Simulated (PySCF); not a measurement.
**SiH2F2 (SMILES F[SiH2]F) at B3LYP/STO-3G**

Aim: the vertical singlet–triplet gap of SiH2F2 at B3LYP/STO-3G, from 2 runs. 

Program for the calculation: PySCF 2.14.0.

7 further runs of the same task are left out: 1 that didn't finish, 6 set aside as unsound or not needed.

## 1. The molecule

SiH2F2 has 5 atoms, charge 0, and is taken as a singlet. SMILES: `F[SiH2]F`. The coordinates come from a PBE0-D4/def2-TZVP relaxation.

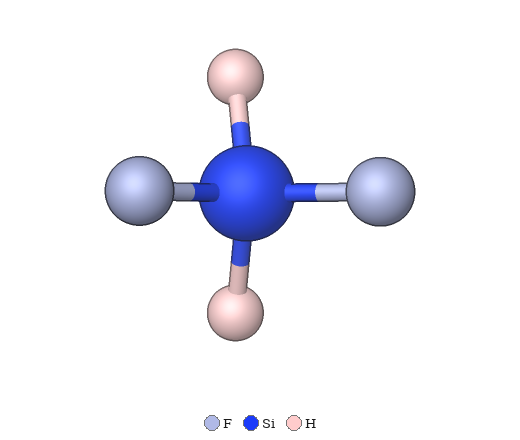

The structure, seen from a chosen angle (fluorine light blue, silicon blue, hydrogen pink).

## 2. The energy at B3LYP/STO-3G

Contents of input.py:

```python
from pyscf import gto, dft

mol = gto.Mole()
mol.atom = '''
F     -2.039033     1.017051     1.853292
Si    -0.009864    -0.001020    -0.102215
F      2.357679    -0.983773     1.449250
H     -1.115827    -2.151907    -1.485892
H      0.807045     2.119668    -1.714454
'''
mol.unit = 'bohr'
mol.spin = 0
mol.charge = 0
mol.basis = 'sto-3g'
mol.verbose = 3
mol.max_memory = 1860
mol.build()

mf = dft.RKS(mol, xc='b3lyp')
mf.grids.level = 5
mf.conv_tol = 1e-10
mf.kernel()
if not mf.converged:
    mf = mf.newton().run(mf.mo_coeff, mf.mo_occ)

etot = mf.e_tot
print('E = %.10f Eh' % etot)
```

Started as:

```sh
$ OMP_NUM_THREADS=1 python input.py
```

The program printed:

```text
converged SCF energy = -484.122838346516
E = -484.1228383465 Eh
```

Run time: 1.6 s. Hardware: 1 thread of AMD EPYC 9R45 (Zen 5), shared host; peak memory 0.21 GiB.

## 3. The triplet, same level

Contents of job.py:

```python
from pyscf import gto, dft

mol = gto.M(
    atom='''
F       -1.079010       0.538200       0.980720
Si      -0.005220      -0.000540      -0.054090
F        1.247630      -0.520590       0.766910
H       -0.590470      -1.138740      -0.786300
H        0.427070       1.121680      -0.907250
''',
    spin=2,
    charge=0,
    max_memory=1860,
    verbose=3,
    basis='sto-3g',
)

mf = dft.UKS(mol, xc='b3lyp')
mf.conv_tol = 1e-10
mf.grids.level = 5
mf.kernel()
if not mf.converged:
    mf = mf.newton().run(mf.mo_coeff, mf.mo_occ)

e_final = mf.e_tot
print('E = %.10f Eh' % e_final)
```

Started as:

```sh
$ OMP_NUM_THREADS=1 python job.py
```

The program printed:

```text
WARN: HOMO 0.111523571813209 >= LUMO -0.359564638659895

WARN: HOMO 0.163044195492878 >= LUMO 0.0455520041715556

WARN: HOMO 0.197377435775759 >= LUMO -0.10520834684072

WARN: HOMO 0.194341827394221 >= LUMO -0.10442428040507

WARN: HOMO 0.194194303401603 >= LUMO -0.102462477045842

WARN: HOMO 0.19415836986506 >= LUMO -0.102514816287016

WARN: HOMO 0.194065448604609 >= LUMO -0.102608468747792

WARN: HOMO 0.194294473043643 >= LUMO -0.102363470792585

WARN: HOMO 0.194400746480014 >= LUMO -0.10241002208545

WARN: HOMO 0.194441912539625 >= LUMO -0.102436872543416

WARN: HOMO 0.194448485881106 >= LUMO -0.102435286879261

WARN: HOMO 0.194448873542581 >= LUMO -0.102435291127389

WARN: HOMO 0.194448913288148 >= LUMO -0.102435352710551

converged SCF energy = -483.745341620033  <S^2> = 2.0088582  2S+1 = 3.0058996
E = -483.7453416200 Eh
```

Run time: 3.3 s. Hardware: 1 thread of AMD EPYC 9R45 (Zen 5), shared host; peak memory 0.21 GiB.

## 4. Results

Level: B3LYP/STO-3G.

```
                                        quantity          value
                           singlet: total energy  -484.12284 Eh
                          singlet: dipole moment         0.70 D
                            singlet: HOMO energy       -4.96 eV
                            singlet: LUMO energy        7.45 eV
                          singlet: HOMO–LUMO gap       12.42 eV
                           triplet: total energy  -483.74534 Eh
                          triplet: dipole moment         0.04 D
                                   triplet: ⟨S²⟩          2.009
vertical energy of the triplet above the singlet      10.272 eV
```

In words: At this shape the triplet lies 10.27 eV (991 kJ/mol) above the singlet. In a minimal basis such a difference can be off by several eV, whatever the method. Mulliken charges (singlet) run from -0.26 on F1 to +0.83 on Si2. Mulliken charges (triplet) run from -0.16 on F1 to +0.58 on Si2; they depend strongly on the basis.
